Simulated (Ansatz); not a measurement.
## NbRu3C (Pm-3m): Grüneisen parameters

Wanted: mode Grüneisen parameters of NbRu3C (Pm-3m).

Program: Ansatz 0.2.0. Level of theory: DFT PBEsol, scalar-relativistic, plane waves, PAW; PAW set soft_1. Results are calculated unless marked as measured.

### 1. The structure

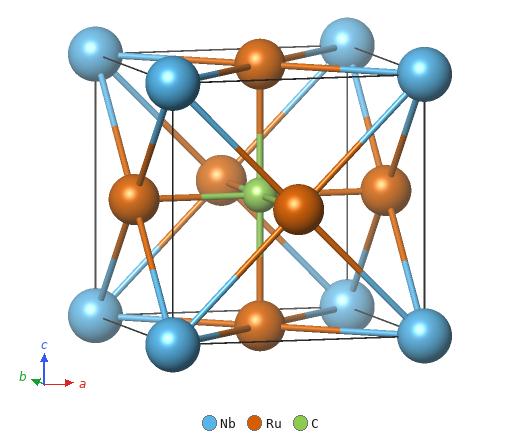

The cell as given, slightly off an axis (niobium blue, ruthenium orange, carbon green). Some periodic images of atoms are drawn too.

### 2. Phonons on a q mesh

The cell comes from relaxations at this level that are not shown. Stability and thermal properties need the whole zone. Linear response on a 2×2×2 q mesh gives force constants as far as a supercell of that size would.

Contents of input.yaml:

```yaml
crystal:
  lattice:
    - [4.0090600133, 0.0, 0.0]
    - [0.0, 4.0090600133, 0.0]
    - [0.0, 0.0, 4.0090600133]
  atoms:
    - { symbol: Nb, position: [0.0, 0.0, 0.0] }
    - { symbol: Ru, position: [0.0, 0.5, 0.5] }
    - { symbol: Ru, position: [0.5, 0.0, 0.5] }
    - { symbol: Ru, position: [0.5, 0.5, 0.0] }
    - { symbol: C, position: [0.5, 0.5, 0.5] }
kpoints:
  mp_grid: { grid: [12, 12, 12] }
hamiltonian:
  xc: pbesol
  pseudopotentials: { kind: paw, azcp: { folder: soft_1 }, xc_functional: pbe }
scf:
  occupations: { method: methfessel_paxton, width: 0.2 }
output:
  eigenvalues: true
phonons:
  method: dfpt
  qmesh: [2, 2, 2]
  temperatures: { t_max: 1000, t_step: 50 }
  qpath:
    path:
      - [[0.0, 0.0, 0.0], [0.0, 0.5, 0.0], [0.5, 0.5, 0.0], [0.0, 0.0, 0.0], [0.5, 0.5, 0.5], [0.0, 0.5, 0.0]]
      - [[0.5, 0.5, 0.5], [0.5, 0.5, 0.0]]
    npoints: 10
```

The run is started by

```bash
ansatz run input.yaml --threads 4 --pin off --max-ram 10240MiB --backend cpu --events-out ev --progress --plain --runs-dir out
```

Numbers of over 12 decimals in the logs are rounded to 6 here.

What it wrote:

```text
Engine: ansatz 0.2.0, aarch64-unknown-linux-gnu
Pseudopotentials: kind: paw
Pseudopotential: Nb, paw, valence charge 13, recommended cutoff 420 eV (normal), soft_1/Nb.paw.azcp
Pseudopotential: Ru, paw, valence charge 16, recommended cutoff 420 eV (normal), soft_1/Ru.paw.azcp
Pseudopotential: C, paw, valence charge 4, recommended cutoff 420 eV (normal), soft_1/C.paw.azcp
Functional definition: PBEsol
  exchange = pbesol_x
  correlation = pbesol_c
Crystal: 5 atoms, lattice volume = 64.436 Å³
Basis set: ecut = 420 eV, 1237 PW (Γ), exchange–correlation on 54×54×54 points (8 copies of the dense FFT grid, shifted against one another)
Bands: 39, of which v1, the nominal top of the filled ones, is band 33 counted from 1 (32 counted from 0)
Symmetry: 48 space group operations
k-points: 84 of 1728
Non-local potential: Nb, projectors of the file, l = 0: 3, l = 1: 2, l = 2: 2, l = 3: 1
Non-local potential: Ru, projectors of the file, l = 0: 3, l = 1: 2, l = 2: 2, l = 3: 1
Non-local potential: C, projectors of the file, l = 0: 2, l = 1: 2, l = 2: 1
PAW form: soft (Blöchl's): semilocal exchange-correlation on the pseudo side does not see the compensation charge
PAW frozen core: Nb, regenerated for the run's functional, and the local potential with it (the file was generated under x = pbe(κ = 0.804, μ = 0.219515), c = pbe(β = 0.066725))
PAW frozen core: Ru, regenerated for the run's functional, and the local potential with it (the file was generated under x = pbe(κ = 0.804, μ = 0.219515), c = pbe(β = 0.066725))
PAW frozen core: C, regenerated for the run's functional, and the local potential with it (the file was generated under x = pbe(κ = 0.804, μ = 0.219515), c = pbe(β = 0.066725))
PAW one-centre angular grid: Nb, 590 points (default); XC on 64 Gauss nodes
PAW one-centre angular grid: Ru, 590 points (default); XC on 64 Gauss nodes
PAW one-centre angular grid: C, 110 points (default); XC on 64 Gauss nodes
Initial density: superposition of atomic densities (chi_scale 0.1, normalization cell, long waves kept (reshape's long-wave potential 0.00 eV rms))
Initial wavefunctions: pseudopotential atomic-orbital guess
Functional: x = pbesol(κ = 0.804, μ = 0.123457), c = pbesol(β = 0.046)
SCF iter   1: F=—  HF=-22197.418463 eV  |F-HF|=—  |Δ(HF+E_count)|=         —  Δρ=1.85e-1  dr2=3.02e1  ethr=3.10e-3  ⟨swp⟩=5.0  Hψ=10833  notcnv=0
preconditioner: auto → Kerker (q_TF=auto, 2.732 Å⁻¹)  [metal: Δε(μ)=0.016 eV  Ē_g=6.024 eV  σ=0.200 eV  W_gap=0.07  n_scr=26 (ndim 8)  ℏωp=26.6 eV  f_vac=0.000  D(μ)=2.79/eV (n_scr^D=26)]
SCF iter   2: F=—  HF=-22192.964589 eV  |F-HF|=—  |Δ(HF+E_count)|=    4.45e0  S|Δr|=    0.00e0  Δρ=7.79e-2  dr2=5.27e0  ethr=3.10e-3  ⟨swp⟩=2.2  Hψ=6864  notcnv=0  defer=32
SCF iter   3: F=—  HF=-22192.112521 eV  |F-HF|=—  |Δ(HF+E_count)|=   8.52e-1  S|Δr|=    0.00e0  Δρ=1.53e-2  dr2=1.34e-1  ethr=3.10e-3  ⟨swp⟩=2.0  Hψ=5226  notcnv=0  defer=25
SCF iter   4: F=—  HF=-22192.107645 eV  |F-HF|=—  |Δ(HF+E_count)|=   4.88e-3  S|Δr|=    0.00e0  Δρ=5.44e-3  dr2=2.59e-2  ethr=2.06e-4  ⟨swp⟩=2.3  Hψ=6359  notcnv=0  defer=11
SCF iter   5: F=—  HF=-22192.104371 eV  |F-HF|=—  |Δ(HF+E_count)|=   3.27e-3  S|Δr|=    0.00e0  Δρ=1.29e-3  dr2=1.43e-3  ethr=3.98e-5  ⟨swp⟩=1.1  Hψ=3276  notcnv=0  defer=11
SCF iter   6: F=—  HF=-22192.104112 eV  |F-HF|=—  |Δ(HF+E_count)|=   2.60e-4  S|Δr|=    0.00e0  Δρ=2.56e-4  dr2=5.41e-5  ethr=2.20e-6  ⟨swp⟩=1.8  Hψ=3685  notcnv=0  defer=11
SCF iter   7: F=—  HF=-22192.104104 eV  |F-HF|=—  |Δ(HF+E_count)|=   8.07e-6  S|Δr|=    0.00e0  Δρ=1.11e-4  dr2=1.14e-5  ethr=8.32e-8  ⟨swp⟩=2.0  Hψ=4608  notcnv=0  defer=11
SCF iter   8: F=—  HF=-22192.104101 eV  |F-HF|=—  |Δ(HF+E_count)|=   2.46e-6  S|Δr|=    0.00e0  Δρ=2.35e-5  dr2=4.61e-7  ethr=1.75e-8  ⟨swp⟩=1.3  Hψ=3295  notcnv=0  defer=11
SCF iter   9: F=—  HF=-22192.104101 eV  |F-HF|=—  |Δ(HF+E_count)|=   5.59e-7  S|Δr|=    0.00e0  Δρ=2.62e-6  dr2=6.06e-9  ethr=7.08e-10  ⟨swp⟩=2.1  Hψ=4125  notcnv=0  defer=11
SCF iter  10: F=—  HF=-22192.104101 eV  |F-HF|=—  |Δ(HF+E_count)|=  8.80e-10  S|Δr|=    0.00e0  Δρ=3.75e-7  dr2=7.36e-11  ethr=9.33e-12  ⟨swp⟩=2.0  Hψ=4372  notcnv=0  defer=11
SCF iter  11: F=-22192.104101 eV  HF=-22192.104101 eV  |F-HF|=7.28e-12  |Δ(HF+E_count)|=  1.46e-11  S|Δr|=    0.00e0  Δρ=7.17e-8  dr2=2.46e-12  ethr=1.00e-12  ⟨swp⟩=6.2  Hψ=13760  notcnv=0
SCF 1 converged in 11 iterations: F = -22192.104101 eV  dr2 = 2.46e-12
  greatest PAW one-centre occupation: 1.000 electrons in one spin orbital (limit 2), on the Ru atom at site 3 (counted from 0), in its partial waves of l = 0
phonons: the bands overlap, so this run is a metal and interpolates without the dipole-dipole term. If the crystal is really an insulator or semiconductor, its LO-TO splitting is missing
NSCF: frozen V_eff on 84 k-points
NSCF: frozen V_eff on 343 k-points
DFPT response loops at q = (0, 0, 0) (fractional): preconditioner auto → Kerker (q_TF=auto, 2.732 Å⁻¹) (partly filled bands, converged f_vac=0.000); β = 1.00, the filter's whole step (`scf.mixing.beta` (0.50) is not read by the response loops under this deck's `scf.mixing.preconditioner`; to damp them name `kerker` or `kerker_dos`, under which they read `scf.mixing.beta`, and type it under 1.00, their step now; both keys bind the ground state too); Broyden in place of MSR1
NSCF: frozen V_eff on 686 k-points
DFPT response loops at q = (0, 0, -0.5) (fractional): mixed as the last ones told, above
NSCF: frozen V_eff on 686 k-points
DFPT response loops at q = (0, -0.5, -0.5) (fractional): mixed as the last ones told, above
NSCF: frozen V_eff on 686 k-points
DFPT response loops at q = (-0.5, -0.5, -0.5) (fractional): mixed as the last ones told, above
SCF converged after 11 iterations
Stability not checked: this state was not tested for a lower state beside it, because cold or Methfessel-Paxton smearing, or corrected tetrahedra, fill the levels in a way that the test cannot read (fill_not_monotonic; see scf.lower_state_search)
Free energy (F): -22192.104101 eV
Harris-Foulkes:  -22192.104101 eV  (|F-HF|=7.28e-12)
Internal energy: -22192.102814 eV  (E = F + TS)
E sigma→0 (E₀):  -22192.103779 eV
Entropy (-TS):   -0.001286 eV (-0.257 meV/atom)
Fermi energy:    21.499911 eV
--- Per-component energies (eV) ---
  E_band       = -271.885368
  E_kinetic    = 1845.534429
  E_local      = -4919.317618  (includes V_loc(G=0)·N_el)
  E_nonlocal   = 1364.116002
  E_hartree    = 1665.392106
  E_xc         = -720.636514
  E_vxc        = -904.080421  (∫ρ·V_xc dr)
  E_paw        = -13443.781891  (= ΣΔE_a)
  E_vpaw       = -988.924048  (= ΣTr[D̂ρ^β])
  E_aug_tail   = 0.002118  (compensation charges beyond the density's cutoff)
  E_ewald      = -7984.381146
  E_core_change = 0.969700  (= ΣΔE_core)
  E_smearing   = -0.001286  (= −TS)
  E_closure    = 0.000000  (closes the sum)
  Σ components = -22192.104101   (vs F -22192.104101, Δ=0.00e0)
--- Band table (eV; the first three rows and the last of 84) ---
  k-point 0: bands = [... 29 lower, 20.0306, 20.0306, 22.1682, 22.2019, 22.2019, 22.2019, 23.4446, 23.4446, ... 2 higher]
  k-point 1: bands = [... 29 lower, 20.0396, 20.2796, 22.0912, 22.2021, 22.2116, 22.2116, 23.3955, 23.4302, ... 2 higher]
  k-point 2: bands = [... 29 lower, 20.0623, 20.4963, 21.8595, 22.2028, 22.2424, 22.2424, 23.2700, 23.3410, ... 2 higher]
  k-point 83: bands = [... 29 lower, 21.6699, 21.6699, 21.6699, 21.9482, 21.9482, 21.9482, 22.7418, 22.7418, ... 2 higher]
--- Phonons (Γ-DFPT): 4 representative perturbations + reference (Σ response iterations 14) ---
  ASR residual: 3.360e-5 → 0.000e0 eV/Å²; symmetrization residual: 3.889e-6 eV/Å²
  ASR residual per site (eV/Å²): 1.20e-5 2.09e-5 2.09e-5 2.09e-5 3.36e-5
  Γ frequencies (cm⁻¹): 0.00 0.00 0.00 70.51 70.51 70.51 94.83 94.83 94.83 140.09 140.09 140.09 568.45 568.45 568.45
--- Phonons (arbitrary-q DFPT): 4 irreducible q on the 2×2×2 mesh ---
  q = [0.0000, 0.0000, 0.0000] (star 1, of the zone-centre solve; hermiticity 4.00e-7, symmetrization 1.10e-12): -0.00 0.00 0.00 70.51 70.51 70.51 94.83 94.83 94.83 140.09 140.09 140.09 568.45 568.45 568.45
  q = [0.0000, 0.0000, -0.5000] (star 3, 9 solved perturbations in 2646 linear systems a pass and spin channel, the states on 343 of 1728 k-point pairs; hermiticity 2.89e-7, symmetrization 8.82e-12): 70.51 70.51 115.77 115.77 136.77 136.77 137.23 153.17 153.17 155.74 189.28 244.32 551.97 551.97 743.28
  q = [0.0000, -0.5000, -0.5000] (star 3, 9 solved perturbations in 2646 linear systems a pass and spin channel, the states on 343 of 1728 k-point pairs; hermiticity 1.89e-7, symmetrization 8.07e-12): 74.97 74.97 77.90 117.03 124.46 124.46 150.07 150.07 156.71 166.55 209.56 317.10 514.49 744.12 744.12
  q = [-0.5000, -0.5000, -0.5000] (star 1, 4 solved perturbations in 931 linear systems a pass and spin channel, the states on 343 of 1728 k-point pairs; hermiticity 1.79e-7, symmetrization 8.34e-12): 51.98 51.98 51.98 87.89 87.89 87.89 123.92 123.92 123.92 219.02 219.02 340.68 763.90 763.90 763.90
  sum rule: each row above includes the acoustic sum rule's correction from the zone centre's row sums; it moved no ω² by more than (0.87 cm⁻¹)²
  mesh force constants: q→R imaginary residual 5.26e-18; ASR residual 3.360e-5 → 0.000e0 eV/Å²; symmetrization residual 1.776e-14 eV/Å²
  interpolated dispersion: 62 rows × 15 modes
  density of states and harmonic sums: on the 16×16×16 q-mesh, interpolated from the force constants of a 2×2×2 supercell (no non-analytic term)
  largest difference from the sums on the solved wave vectors: F 1.77e-2 eV, S 4.99e-5 and C_V 3.22e-5 eV/K
  zero-point energy: 0.224401 eV/cell   skipped modes (ω ≤ 0): 3   left out of the sums: 4.88e-5 of the cell's modes: C_V's classical limit lies that fraction below 3 k_B per atom; for a crystal, a wire or a layer, F and S can be off by more, and a phonons.interpolated_qmesh denser along its periods is the remedy for the sampling
```

The job ended after 11 min (4 threads of Arm Neoverse V1, shared host; peak memory 2.3 GiB; 44 min of CPU time).

Numbers from this step:

- volume per atom: 12.89 Å³
- gap on the k-mesh: 0 eV
- sum-rule residual before enforcement: 3.36e-5 eV/Å²
- lowest frequency on the path: 0 cm⁻¹
- point group: m-3m
- highest frequency on the path or at a solved wavevector: 763.9 cm⁻¹
- mean frequency: 241.3 cm⁻¹
- Debye temperature (second moment): 597 K
- logarithmic mean frequency: 179.2 cm⁻¹
- highest optical mode at the zone centre (no LO-TO term): 568.5 cm⁻¹
- lowest optical zone-centre mode: 70.51 cm⁻¹
- lowest mode on the q mesh (acoustic modes at Γ apart): 51.98 cm⁻¹
- zero-point energy per atom: 44.88 meV
- heat capacity at 300 K: 21.50 J/(mol atoms K)
- vibrational entropy at 300 K: 30.77 J/(mol atoms K)
- edges of the widest gap between branches, on path and mesh: 340.7, 514.5 cm⁻¹

Frequencies (cm⁻¹) solved at each irreducible wavevector; negative means imaginary. Frequencies by wavevector, by row:

| q in reciprocal lattice units | star | mode 1 | mode 2 | mode 3 | mode 4 | mode 13 | mode 14 | mode 15 |
| --- | --- | --- | --- | --- | --- | --- | --- | --- |
| 0 0 0 | 1 | 0 | 0 | 0 | 70.5 | 568.5 | 568.5 | 568.5 |
| 0 0 -0.5 | 3 | 70.5 | 70.5 | 115.8 | 115.8 | 552 | 552 | 743.3 |
| 0 -0.5 -0.5 | 3 | 75 | 75 | 77.9 | 117 | 514.5 | 744.1 | 744.1 |
| -0.5 -0.5 -0.5 | 1 | 52 | 52 | 52 | 87.9 | 763.9 | 763.9 | 763.9 |

Symmetry leaves 4 wavevectors to solve. The lowest mode among them, the acoustic zeros apart, lies at q = (-0.5, -0.5, -0.5) and is real, 52.0 cm⁻¹.

### 3. Relaxing at another volume, volume ratio 0.97

The volume is scaled by 0.97 and held; symmetry leaves nothing to relax, so this is a single point. The modes can then be followed against volume.

input.yaml, the sections that differ from step 2:

```yaml
crystal:
  lattice:
    - [3.9685616887, 0.0, 0.0]
    - [0.0, 3.9685616887, 0.0]
    - [0.0, 0.0, 3.9685616887]
  atoms:
    - { symbol: Nb, position: [0.0, 0.0, 0.0] }
    - { symbol: Ru, position: [0.0, 0.5, 0.5] }
    - { symbol: Ru, position: [0.5, 0.0, 0.5] }
    - { symbol: Ru, position: [0.5, 0.5, 0.0] }
    - { symbol: C, position: [0.5, 0.5, 0.5] }
output:
  forces: true
  stress: true
  eigenvalues: true
# kpoints, hamiltonian, scf: as in step 2
# phonons: removed
```

What it wrote:

```text
[...]
Crystal: 5 atoms, lattice volume = 62.503 Å³
Basis set: ecut = 420 eV, 1213 PW (Γ), exchange–correlation on 54×54×54 points (8 copies of the dense FFT grid, shifted against one another)
Bands: 39, of which v1, the nominal top of the filled ones, is band 33 counted from 1 (32 counted from 0)
Symmetry: 48 space group operations
[...]
k-points: 84 of 1728
[...]
k-point 0: bands = [... 29 lower, 20.7800, 20.7800, 23.0138, 23.0563, 23.0563, 23.0563, 24.3447, 24.3447, ... 2 higher]
  k-point 1: bands = [... 29 lower, 20.7894, 21.0443, 22.9320, 23.0565, 23.0642, 23.0642, 24.2925, 24.3282, ... 2 higher]
  k-point 2: bands = [... 29 lower, 20.8132, 21.2738, 22.6862, 23.0572, 23.0904, 23.0904, 24.1595, 24.2322, ... 2 higher]
  k-point 83: bands = [... 29 lower, 22.4979, 22.4979, 22.4979, 22.7849, 22.7849, 22.7849, 23.6156, 23.6156, ... 2 higher]
[key lines of the parts left out:]
SCF converged after 9 iterations
Free energy (F): -22192.044904 eV
Fermi energy:    22.304905 eV
P = ⅓ Tr σ = 10.0872 GPa (100.872 kbar)
```

Elapsed: 3.8 s, on 4 threads; peak memory 0.47 GiB.

Numbers from this step:

```yaml
pressure: 10.09 GPa
volume_per_atom: 12.50 Å³
```

The run ends at a pressure of 10.09 GPa.

### 4. Phonons at the other volume, volume ratio 0.97

The phonons are repeated at this volume on the same k and q meshes.

Edit input.yaml of step 3 so:

```diff
@@ -19,4 +19,11 @@
 output:
-  forces: true
-  stress: true
   eigenvalues: true
+phonons:
+  method: dfpt
+  qmesh: [2, 2, 2]
+  temperatures: { t_max: 1000, t_step: 50 }
+  qpath:
+    path:
+      - [[0.0, 0.0, 0.0], [0.0, 0.5, 0.0], [0.5, 0.5, 0.0], [0.0, 0.0, 0.0], [0.5, 0.5, 0.5], [0.0, 0.5, 0.0]]
+      - [[0.5, 0.5, 0.5], [0.5, 0.5, 0.0]]
+    npoints: 10
```

What it wrote:

```text
[...]
Crystal: 5 atoms, lattice volume = 62.503 Å³
Basis set: ecut = 420 eV, 1213 PW (Γ), exchange–correlation on 54×54×54 points (8 copies of the dense FFT grid, shifted against one another)
Bands: 39, of which v1, the nominal top of the filled ones, is band 33 counted from 1 (32 counted from 0)
Symmetry: 48 space group operations
k-points: 84 of 1728
[...]
SCF iter   1: F=—  HF=-22197.313132 eV  |F-HF|=—  |Δ(HF+E_count)|=         —  Δρ=1.87e-1  dr2=2.91e1  ethr=3.10e-3  ⟨swp⟩=5.0  Hψ=10936  notcnv=0
[...]
SCF iter  11: F=-22192.044904 eV  HF=-22192.044904 eV  |F-HF|=7.28e-12  |Δ(HF+E_count)|=  2.18e-11  S|Δr|=    0.00e0  Δρ=6.98e-8  dr2=2.29e-12  ethr=1.00e-12  ⟨swp⟩=5.7  Hψ=14959  notcnv=0
[...]
SCF 1 converged in 11 iterations: F = -22192.044904 eV  dr2 = 2.29e-12
[...]
NSCF: frozen V_eff on 84 k-points
[...]
SCF converged after 11 iterations
[...]
Free energy (F): -22192.044904 eV
[...]
Internal energy: -22192.043625 eV  (E = F + TS)
E sigma→0 (E₀):  -22192.044584 eV
Entropy (-TS):   -0.001279 eV (-0.256 meV/atom)
Fermi energy:    22.304911 eV
[...]
--- Band table (eV; the first three rows and the last of 84) ---
  k-point 0: bands = [... 29 lower, 20.7800, 20.7800, 23.0138, 23.0563, 23.0563, 23.0563, 24.3447, 24.3447, ... 2 higher]
  k-point 1: bands = [... 29 lower, 20.7894, 21.0443, 22.9321, 23.0565, 23.0642, 23.0642, 24.2925, 24.3283, ... 2 higher]
  k-point 2: bands = [... 29 lower, 20.8132, 21.2738, 22.6862, 23.0572, 23.0904, 23.0904, 24.1595, 24.2322, ... 2 higher]
  k-point 83: bands = [... 29 lower, 22.4979, 22.4979, 22.4979, 22.7849, 22.7849, 22.7849, 23.6156, 23.6156, ... 2 higher]
[...]
ASR residual: 4.595e-5 → 0.000e0 eV/Å²; symmetrization residual: 4.005e-6 eV/Å²
  ASR residual per site (eV/Å²): 1.13e-5 4.60e-5 4.60e-5 4.60e-5 1.39e-5
[...]
--- Phonons (arbitrary-q DFPT): 4 irreducible q on the 2×2×2 mesh ---
[...]
interpolated dispersion: 62 rows × 15 modes
[...]
```

The job ended after 11 min (4 threads; peak memory 2.2 GiB).

This step gave:

```
sum-rule residual before enforcement                       : 4.60e-5 eV/Å²
highest frequency on the path or at a solved wavevector    : 799.8 cm⁻¹
mean frequency                                             : 258.9 cm⁻¹
Debye temperature (second moment)                          : 634 K
logarithmic mean frequency                                 : 195.4 cm⁻¹
highest optical mode at the zone centre (no LO-TO term)    : 609.9 cm⁻¹
lowest optical zone-centre mode                            : 85.37 cm⁻¹
lowest mode on the q mesh (acoustic modes at Γ apart)      : 73.85 cm⁻¹
zero-point energy per atom                                 : 48.15 meV
heat capacity at 300 K                                     : 21.17 J/(mol atoms K)
vibrational entropy at 300 K                               : 28.84 J/(mol atoms K)
edges of the widest gap between branches, on path and mesh : 361, 557.1 cm⁻¹
```

Frequencies (cm⁻¹) solved at each irreducible wavevector; negative means imaginary. Frequencies by wavevector, by row:

| q in reciprocal lattice units | star | mode 1 | mode 2 | mode 3 | mode 4 | mode 13 | mode 14 | mode 15 |
| --- | --- | --- | --- | --- | --- | --- | --- | --- |
| 0 0 0 | 1 | 0 | 0 | 0 | 85.4 | 609.9 | 609.9 | 609.9 |
| 0 0 -0.5 | 3 | 88.9 | 88.9 | 124.2 | 124.2 | 594 | 594 | 777.6 |
| 0 -0.5 -0.5 | 3 | 81.6 | 91.1 | 91.1 | 130.4 | 557.1 | 780.1 | 780.1 |
| -0.5 -0.5 -0.5 | 1 | 73.8 | 73.8 | 73.8 | 92.9 | 799.8 | 799.8 | 799.8 |

The highest optical mode at the zone centre (no LO-TO term) is 609.9 cm⁻¹, +41.5 cm⁻¹ against the base run.

[end of part 1 of 2]

[Logs are printed without paths, hosts, clocks, repeated set-up lines and the standing remarks that a program may print on its own settings, such as how far it seeks lower states.]

[Hosts, paths, dates, database ids (printed as entryN), source tags and the programs' standing remarks are cut or masked in the printed files.]
